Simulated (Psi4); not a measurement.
# GaHClF: field calculation

GaHClF, SMILES [F][GaH][Cl], computed with wB97X-D3/cc-pVQZ, RKS, in an applied electric field (Psi4 1.11).

The geometry comes from this level: PBE0-D4/def2-TZVP.

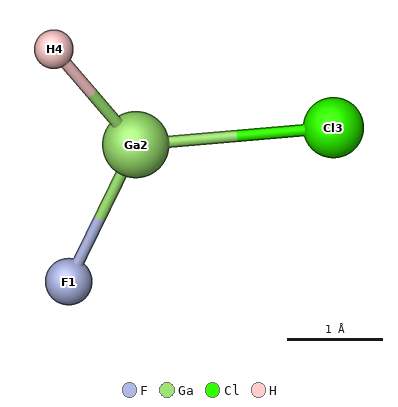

*The input geometry (ball-and-stick view, seen at a tilt; atoms are numbered from 1 in the order of the input). Sticks mark near contacts.*

Bond lengths as drawn: Cl–Ga 2.12 Å, F–Ga 1.74 Å and Ga–H 1.54 Å.

### Summary

```csv
quantity,value
outcome,converged
total energy,−2485.743038 hartree
dispersion energy,−0.000510 hartree
basis functions,212
HOMO,−12.20 eV
LUMO,−0.16 eV
dipole moment,2.07 D
hardware,"1 thread of AMD EPYC (Zen 3), 176 GiB of memory available, shared host"
wall time,31 s
peak memory,1.5 GiB
```

### Input (calc.py)
```python
import psi4

psi4.set_memory(1600000000)
psi4.set_num_threads(1)
psi4.core.set_output_file('psi4.out', False)

mol = psi4.geometry("""
0 1
F     -1.686800     0.040400     0.266300
Ga     0.024200     0.133600    -0.059000
Cl     1.066200    -1.658900     0.391700
H      0.652000     1.424600    -0.619400
units angstrom
symmetry c1
no_reorient
no_com
""")

psi4.set_options(dict(basis='cc-pVQZ', scf_type='mem_df', perturb_h=True, perturb_with='dipole', perturb_dipole=[0.02, 0.0, 0.0]))

energy_value, wavefunction = psi4.energy('wb97x-d3', return_wfn=True)
print('E =', round(energy_value, 9))
```

Run as:
```bash
python calc.py
```

### The program's output
```
=> Loading Basis Set <=

    Name: CC-PVQZ
    Role: ORBITAL
    Keyword: BASIS

   => WB97X-D3: Empirical Dispersion <=

        s6 =       1.000000
        s8 =       1.000000
       sr6 =       1.281000
    alpha6 =      14.000000
       sr8 =       1.094000

         ---------------------------------------------------------
                                   SCF
                              RKS Reference
                        1 Threads,   1525 MiB Core
         ---------------------------------------------------------

  ==> Geometry <==

    Molecular point group: c1
    Full point group: C1

    Geometry (in Angstrom), charge = 0, multiplicity = 1:

       Center              X                  Y                   Z               Mass
    ------------   -----------------  -----------------  -----------------  -----------------
         F           -1.686800000000     0.040400000000     0.266300000000    18.998403162730
         GA           0.024200000000     0.133600000000    -0.059000000000    68.925573500000
         CL           1.066200000000    -1.658900000000     0.391700000000    34.968852682000
         H            0.652000000000     1.424600000000    -0.619400000000     1.007825032230

  Running in c1 symmetry.

  Rotational constants: A =      0.42906  B =      0.10414  C =      0.08381 [cm^-1]
  Rotational constants: A =  12862.93482  B =   3122.11502  C =   2512.45051 [MHz]
  Nuclear repulsion =  256.316891624023413

  Charge       = 0
  Multiplicity = 1
  Electrons    = 58
  Nalpha       = 29
  Nbeta        = 29

  ==> Algorithm <==

  SCF Algorithm Type is MEM_DF.
  DIIS enabled.
  MOM disabled.
  Fractional occupation disabled.
  Guess Type is SAD.
  Energy threshold   = 1.00e-06
  Density threshold  = 1.00e-06
  Integral threshold = 1.00e-12

  ==> Primary Basis <==

  Basis Set: CC-PVQZ
    Blend: CC-PVQZ
    Number of shells: 62
    Number of basis functions: 212
    Number of Cartesian functions: 263
    Spherical Harmonics?: true
    Max angular momentum: 4

  ==> DFT Potential <==

   => LibXC <=

    Version 7.1.2

   => Composite Functional: WB97X-D3 <=

    wB97X-D3 Hyb-GGA Exchange-Correlation Functional

    Deriv               =              1
    GGA                 =           TRUE
    Meta                =          FALSE

    Exchange Hybrid     =           TRUE
    MP2 Hybrid          =          FALSE

   => Exchange-Correlation Functionals <=

    1.0000   wB97X-D3 range-separated functional

   => Exact (HF) Exchange <=

    0.8043            HF,LR [omega = 0.2500]
    0.1957               HF

   => LibXC Density Thresholds  <==

    XC_HYB_GGA_XC_WB97X_D3:  1.00E-14

   => Molecular Quadrature <=

    Radial Scheme          =       TREUTLER
    Pruning Scheme         =           NONE
    Nuclear Scheme         =       TREUTLER

    Blocking Scheme        =         OCTREE
    BS radius alpha        =              1
    Pruning alpha          =              1
    Radial Points          =             75
    Spherical Points       =            302
    Total Points           =          87819
    Total Blocks           =            743
    Max Points             =            256
    Max Functions          =            211
    Weights Tolerance      =       1.00E-15

   => Loading Basis Set <=

    Name: (CC-PVQZ AUX)
    Role: JKFIT
    Keyword: DF_BASIS_SCF

  ==> Integral Setup <==

  DFHelper Memory: AOs need 0.521 GiB; user supplied 0.724 GiB.
  SCF_SUBTYPE=INCORE selected. In-core MEM_DF algorithm will be used.
  Using in-core AOs.

  ==> MemDFJK: Density-Fitted J/K Matrices <==

    J tasked:                   Yes
    K tasked:                   Yes
    wK tasked:                  Yes
    Omega:                2.500E-01
    Memory [MiB]:               741
    Algorithm:                 Core
    Schwarz Cutoff:           1E-12
    Mask sparsity (%):       3.4665
    Fitting Condition:        1E-10

   => Auxiliary Basis Set <=

  Basis Set: (CC-PVQZ AUX)
    Blend: CC-PVQZ-JKFIT
    Number of shells: 133
    Number of basis functions: 523
    Number of Cartesian functions: 689
    Spherical Harmonics?: true
    Max angular momentum: 5

  Cached 100.0% of DFT collocation blocks in 0.394 [GiB].

  Perturbing V by 0.020000 mu(x).
  Minimum eigenvalue in the overlap matrix is 1.1035108380E-04.
  Reciprocal condition number of the overlap matrix is 2.0513669048E-05.
    Using symmetric orthogonalization.

  ==> Pre-Iterations <==

  SCF Guess: Superposition of Atomic Densities via on-the-fly atomic UHF (no occupation information).

   -------------------------
    Irrep   Nso     Nmo
   -------------------------
     A        212     212
   -------------------------
    Total     212     212
   -------------------------

  ==> Iterations <==

                           Total Energy        Delta E     RMS |[F,P]|

   @DF-RKS iter SAD: -2481.99352194831090   -2.48199e+03   0.00000e+00
   @DF-RKS iter   1: -2484.11742331275218   -2.12390e+00   1.26700e-02 DIIS/ADIIS
   @DF-RKS iter   2: -2459.16641881063106    2.49510e+01   4.91857e-02 DIIS/ADIIS
   @DF-RKS iter   3: -2485.52802353482866   -2.63616e+01   5.53160e-03 DIIS/ADIIS
   @DF-RKS iter   4: -2485.73782632663915   -2.09803e-01   5.48698e-04 DIIS/ADIIS
   @DF-RKS iter   5: -2485.74154472639975   -3.71840e-03   3.44680e-04 DIIS/ADIIS
   @DF-RKS iter   6: -2485.74290678010857   -1.36205e-03   9.14390e-05 DIIS
   @DF-RKS iter   7: -2485.74302754821929   -1.20768e-04   2.12616e-05 DIIS
   @DF-RKS iter   8: -2485.74303677441503   -9.22620e-06   4.21921e-06 DIIS
   @DF-RKS iter   9: -2485.74303751340994   -7.38995e-07   1.31928e-06 DIIS
   @DF-RKS iter  10: -2485.74303761409055   -1.00681e-07   3.54611e-07 DIIS
  Energy and wave function converged.

  ==> Post-Iterations <==

   Electrons on quadrature grid:
      Ntotal   =   57.9999890517 ; deviation = -1.095e-05

    Orbital Energies [Eh]
    ---------------------

    Doubly Occupied:

       1A   -372.699435     2A   -101.679170     3A    -46.089323
       4A    -40.831751     5A    -40.827221     6A    -40.826050
       7A    -24.722961     8A     -9.607336     9A     -7.358183
      10A     -7.354186    11A     -7.353437    12A     -5.673341
      13A     -3.959953    14A     -3.949963    15A     -3.946650
      16A     -1.233213    17A     -1.019564    18A     -1.005220
      19A     -1.002275    20A     -1.002137    21A     -0.992996
      22A     -0.947472    23A     -0.602410    24A     -0.508135
      25A     -0.501575    26A     -0.480770    27A     -0.461212
      28A     -0.454647    29A     -0.448501

    Virtual:

      30A     -0.005976    31A      0.018288    32A      0.030926
      33A      0.096144    34A      0.117563    35A      0.128514
      36A      0.169498    37A      0.182404    38A      0.200423
      39A      0.214410    40A      0.228898    41A      0.236261
      42A      0.292829    43A      0.310322    44A      0.333044
      45A      0.348122    46A      0.398355    47A      0.404715
      48A      0.431920    49A      0.455282    50A      0.489181
      51A      0.501159    52A      0.561759    53A      0.566882
      54A      0.582315    55A      0.587947    56A      0.610293
      57A      0.629175    58A      0.635894    59A      0.653317
      60A      0.684449    61A      0.716157    62A      0.726087
      63A      0.752391    64A      0.787834    65A      0.841679
      66A      0.872480    67A      0.877881    68A      0.880386
      69A      0.919980    70A      0.920629    71A      1.009979
      72A      1.061176    73A      1.115462    74A      1.157231
      75A      1.325438    76A      1.333939    77A      1.335381
      78A      1.346229    79A      1.363508    80A      1.381162
      81A      1.385552    82A      1.406220    83A      1.446249
      84A      1.514937    85A      1.521402    86A      1.559189
      87A      1.582447    88A      1.644384    89A      1.652327
      90A      1.654921    91A      1.679916    92A      1.704527
      93A      1.712167    94A      1.761974    95A      1.779650
      96A      1.821696    97A      1.823332    98A      1.830515
      99A      1.856955   100A      1.865172   101A      1.886305
     102A      1.923006   103A      1.951072   104A      1.963278
     105A      2.013738   106A      2.015032   107A      2.043205
     108A      2.044171   109A      2.087322   110A      2.188119
     111A      2.201491   112A      2.305579   113A      2.385472
     114A      2.398132   115A      2.456119   116A      2.484627
     117A      2.490712   118A      2.514467   119A      2.571438
     120A      2.650154   121A      2.710668   122A      2.799452
     123A      2.955281   124A      2.976730   125A      3.106411
     126A      3.242944   127A      3.398658   128A      3.405119
     129A      3.426824   130A      3.507699   131A      3.651391
     132A      3.651647   133A      3.678648   134A      3.681572
     135A      3.766538   136A      3.794312   137A      3.831365
     138A      3.832268   139A      3.845834   140A      3.846364
     141A      3.909393   142A      3.987959   143A      3.993651
     144A      4.041090   145A      4.043280   146A      4.081969
     147A      4.137026   148A      4.194059   149A      4.338533
     150A      4.355591   151A      4.456039   152A      4.485127
     153A      4.501106   154A      4.530631   155A      4.589695
     156A      4.684981   157A      4.714756   158A      4.759803
     159A      5.128937   160A      5.233382   161A      5.285122
     162A      5.582781   163A      5.685771   164A      5.703634
     165A      5.744040   166A      5.800550   167A      5.840657
     168A      5.885336   169A      5.907832   170A      5.959311
     171A      6.147879   172A      6.307194   173A      6.335176
     174A      6.377088   175A      6.564113   176A      6.744872
     177A      7.225692   178A      7.530865   179A      7.783480
     180A      7.985916   181A      8.066661   182A      8.110287
     183A      8.564136   184A      8.689659   185A      8.755314
     186A      9.250654   187A     11.545098   188A     11.545490
     189A     11.553445   190A     11.553698   191A     11.557121
     192A     11.561313   193A     11.567379   194A     11.589531
     195A     11.605842   196A     12.441514   197A     12.538595
     198A     13.199759   199A     14.703107   200A     14.706637
     201A     14.786962   202A     14.821117   203A     14.906549
     204A     15.005531   205A     15.046338   206A     15.981913
     207A     16.015515   208A     16.280383   209A     16.343982
     210A     16.403106   211A     22.909327   212A     52.347614

    Final Occupation by Irrep:
              A
    DOCC [    29 ]
    NA   [    29 ]
    NB   [    29 ]

  @DF-RKS Final Energy: -2485.74303761409055

   => Energetics <=

    Nuclear Repulsion Energy =            256.3168916240234125
    One-Electron Energy =               -3970.2063931176794540
    Two-Electron Energy =                1314.1940921412481202
    DFT Exchange-Correlation Energy =     -86.0471183687257195
    Empirical Dispersion Energy =          -0.0005098929565502
    VV10 Nonlocal Energy =                  0.0000000000000000
    Total Energy =                      -2485.7430376140905537

Computation Completed

Properties will be evaluated at   0.000000,   0.000000,   0.000000 [a0]

Properties computed using the SCF density matrix

 Multipole Moments:

 ------------------------------------------------------------------------------------
     Multipole            Electronic (a.u.)      Nuclear  (a.u.)        Total (a.u.)
 ------------------------------------------------------------------------------------

 L = 1.  Multiply by 2.5417464519 to convert [e a0] to [Debye]
 Dipole X            :         -8.4860871            8.2135056           -0.2725815
 Dipole Y            :         42.7907942          -42.0870354            0.7037588
 Dipole Z            :        -12.7907360           12.4857985           -0.3049375
 Magnitude           :                                                    0.8139804

 ------------------------------------------------------------------------------------

	total time  =         29 seconds =       0.48 minutes
```

### Standard output
```
E = -2485.743037614
```

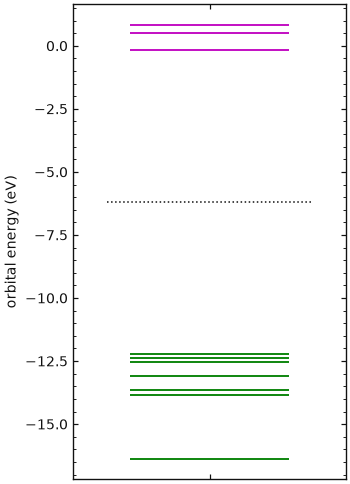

*Orbital energies near the frontier; the dotted line parts filled from empty levels, and levels within 0.02 eV of each other stand side by side.*

Highest filled −12.20 eV, lowest empty −0.16 eV, 12.04 eV apart.
